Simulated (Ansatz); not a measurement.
**One shape, several levels: [OF2]+ (SMILES F[O+]F)**

Wanted: a comparison of 3 runs (UHF/STO-3G, UHSE06/STO-3G, UCCSD/STO-3G) of [OF2]+. 

The results are computed with Ansatz 0.2.0.

16 further runs of the same task are left out: 13 that didn't finish, 3 set aside as unsound or not needed.

### Step 1. The structure to begin with

[OF2]+ has 3 atoms, charge +1, and is taken as a doublet. As SMILES, `F[O+]F`. The O2–F1 distance was set to 2.574 Å, away from the relaxed value. At this shape a bond of the SMILES string is far longer than usual.

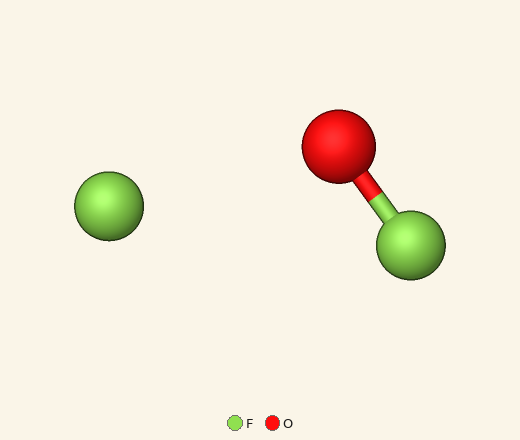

Viewed from a chosen angle; fluorine green, oxygen red.

### Step 2. A single-point energy at UHF/STO-3G (run 1)

File job.yaml:

```yaml
crystal:
  periodic: [false, false, false]
  atoms:
    - symbol: F
      position_ang: [1.856068, -1.083684, 0.904463]
    - symbol: O
      position_ang: [0.000600, 0.484920, 0.053430]
    - symbol: F
      position_ang: [-0.928920, -0.185540, -0.532380]
basis:
  gaussian: {orbitals: STO-3G}
total_charge: 1
magnetization: {spin_polarized: true, initial_magnetization: 1}
hamiltonian: {xc: hf}
accuracy: high
```

Command:

```console
ansatz run job.yaml --threads 1 --pin off --max-ram 2610MiB --events-out events.jsonl --progress --plain --runs-dir runs
```

Output:

```text
Warning: RAYON_NUM_THREADS=1 ignored (pool sized by the plan → 1); use --threads N
Functional definition: HF
  name "HF"
  exchange = exact_x
  correlation = 0
233 factors; integrals over basis functions are off by at most 3.7e-8 eV
mean field evaluation 1: about -7299.9328 eV, gradient 1.9e1 eV
mean field evaluation 2: about -7299.9817 eV, gradient 1.9e1 eV
mean field evaluation 4: about -7300.6364 eV, gradient 1.3e1 eV
mean field evaluation 8: about -7331.5591 eV, gradient 2.4e0 eV
mean field evaluation 16: about -7331.7972 eV, gradient 2.9e-4 eV
mean field evaluation 32: about -7331.7972 eV, gradient 1.2e-4 eV
mean field evaluation 64: about -7329.1740 eV, gradient 1.3e1 eV
mean field evaluation 96: about -7328.0704 eV, gradient 1.2e1 eV
mean field evaluation 128: about -7331.7971 eV, gradient 5.2e-3 eV
mean field evaluation 160: about -7331.6904 eV, gradient 2.2e-1 eV
mean field evaluation 192: about -7328.5230 eV, gradient 2.5e0 eV
mean field evaluation 224: about -7328.4294 eV, gradient 1.8e0 eV
mean field evaluation 256: about -7331.1198 eV, gradient 4.8e0 eV
mean field -7331.79722140 eV, -269.4385782156 hartree, gradient 4.0e-8 eV, S^2 1.786492; 5 other end points of the search recorded, 0 dependent functions left out
reference -7331.79722140 eV, -269.4385782156 hartree; 13, 12 occupied and 2, 3 virtual orbitals, 233 factors
Total energy: -7331.79722140 eV, -269.4385782156 hartree
```

It took 0.49 s on 1 thread of Arm Neoverse V1, shared host.

### Step 3. The energy at UHSE06/STO-3G (run 2)

File in.yaml:

```yaml
basis:
  gaussian: {orbitals: STO-3G}
crystal:
  periodic: [false, false, false]
  atoms:
    - {symbol: F, position_ang: [1.856068, -1.083684, 0.904463]}
    - {symbol: O, position_ang: [0.000600, 0.484920, 0.053430]}
    - {symbol: F, position_ang: [-0.928920, -0.185540, -0.532380]}
total_charge: 1
magnetization: {spin_polarized: true, initial_magnetization: 1}
hamiltonian: {xc: hse06}
accuracy: high
```

Command:

```console
ansatz run in.yaml --threads 1 --pin off --max-ram 2610MiB --events-out events.jsonl --progress --plain --runs-dir runs
```

Output:

```text
Warning: RAYON_NUM_THREADS=1 ignored (pool sized by the plan → 1); use --threads N
Functional definition: HSE06
  name "HSE06"
  parameter a = 0.25
  parameter omega = 0.11/bohr
  exchange = pbe_x - a*pbe_x_sr(omega) + a*exact_x_sr(omega)
  correlation = pbe_c
233 factors; integrals over basis functions are off by at most 3.7e-8 eV
43 factors; integrals over basis functions are off by at most 2.8e-10 eV
mean field evaluation 1: about -7323.7479 eV, gradient 1.3e1 eV
mean field evaluation 2: about -7124.5028 eV, gradient 6.6e0 eV
mean field evaluation 4: about -7321.2902 eV, gradient 2.0e1 eV
mean field evaluation 8: about -7350.4198 eV, gradient 2.8e0 eV
mean field evaluation 16: about -7351.8634 eV, gradient 1.7e0 eV
mean field evaluation 32: about -7351.9450 eV, gradient 1.7e-8 eV
mean field evaluation 64: about -7352.0505 eV, gradient 1.9e-2 eV
mean field evaluation 96: about -7352.0487 eV, gradient 2.5e-4 eV
mean field evaluation 128: about -7352.0507 eV, gradient 4.9e-2 eV
mean field -7352.05124378 eV, -270.1828998096 hartree, gradient 1.7e-8 eV, S^2 1.751203; 10 other end points of the search recorded, 0 dependent functions left out
reference -7352.05124440 eV, -270.1828998326 hartree; 13, 12 occupied and 2, 3 virtual orbitals, 233 factors
Total energy: -7352.05124440 eV, -270.1828998326 hartree
```

Run time: 24 s. Hardware: 1 thread of Arm Neoverse V1, shared host; peak memory 0.11 GiB.

### Step 4. The energy at UCCSD/STO-3G (run 3)

File input.yaml:

```yaml
basis:
  gaussian:
    orbitals: STO-3G
crystal:
  periodic: [false, false, false]
  atoms:
    - {symbol: F, position_ang: [1.856068, -1.083684, 0.904463]}
    - {symbol: O, position_ang: [0.000600, 0.484920, 0.053430]}
    - {symbol: F, position_ang: [-0.928920, -0.185540, -0.532380]}
total_charge: 1
magnetization:
  spin_polarized: true
  initial_magnetization: 1
correlation:
  method: ccsd
  frozen_orbitals: {F: 1, O: 1}
accuracy: high
scf:
  omitted_lower_state_checks: [cluster_reference, increment]
```

Command:

```console
ansatz run input.yaml --threads 1 --pin off --max-ram 2610MiB --events-out events.jsonl --progress --plain --runs-dir runs
```

Output:

```text
Warning: RAYON_NUM_THREADS=1 ignored (pool sized by the plan → 1); use --threads N
[... 19 lines left out ...]
3 core orbitals not correlated: weight in the atoms' cores, before any rotation towards them, 1.000 or more for the frozen orbitals, at most 0.000 for the correlated occupied ones
[... 64 lines left out ...]
Total energy: -7334.50115737 eV, -269.5379460297 hartree
Checks for a lower state left out: cluster_reference, increment
```

Run time: 1.1 s. Hardware: 1 thread of Arm Neoverse V1, shared host.

### Step 5. Overview of the runs

```
run          level  frozen core orbitals  energy (Eh)   ⟨S²⟩  wall time
  1     UHF/STO-3G                     –  -269.438578  1.786     0.49 s
  2  UHSE06/STO-3G                     –  -270.182900  1.751       24 s
  3   UCCSD/STO-3G                     3  -269.537946  1.786      1.1 s
```

### Step 6. Summary of results

| quantity | value |
| --- | --- |
| run 3: total energy | -269.53795 Eh |
| run 3: correlation energy (3 core orbitals frozen) | -99.4 mEh |
| run 3: ⟨S²⟩ of the reference determinant | 1.786 |
| run 3: T1 diagnostic | 0.052 |

In runs 1, 2, 3 the basis is minimal, so the values are rough. Spin contamination of the reference: run 1 ⟨S²⟩ = 1.79, run 3 ⟨S²⟩ = 1.79, run 2 ⟨S²⟩ = 1.75. Where it is this large, the reference is a mixture of spin states, and values that rest on it are in doubt. All runs together took 26 s, the longest 24 s.
